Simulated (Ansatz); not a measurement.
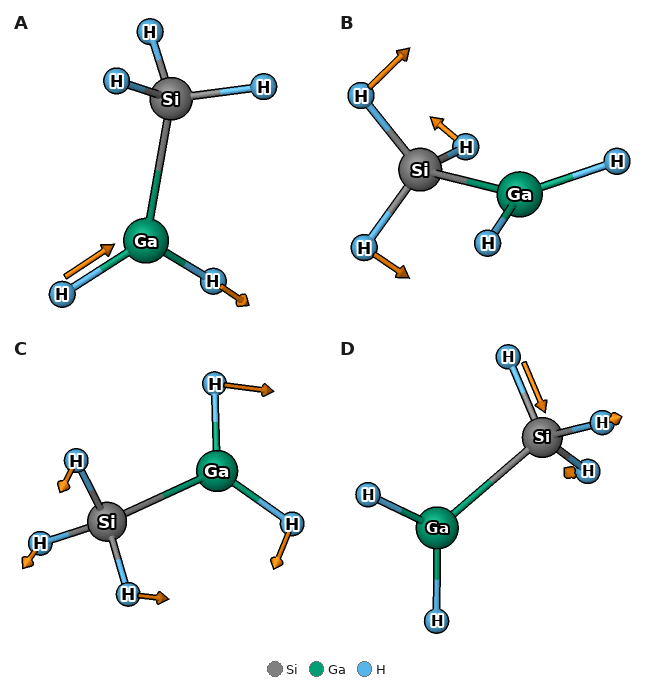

4 normal modes of one molecule or complex, as arrows. Harmonic vibrations computed with RKS PBE0-D4/def2-TZVP (Ansatz 0.2.0) at a stationary point of the same level.

Match the panels to the wavenumbers 318 cm⁻¹, 933 cm⁻¹, 1957 cm⁻¹, 2209 cm⁻¹.

Answer. A: 1957 cm⁻¹, out-of-phase stretching of 2 Ga–H bonds
B: 933 cm⁻¹, H–Si–H bending
C: 318 cm⁻¹, H–Ga–Si bending
D: 2209 cm⁻¹, Si–H stretching
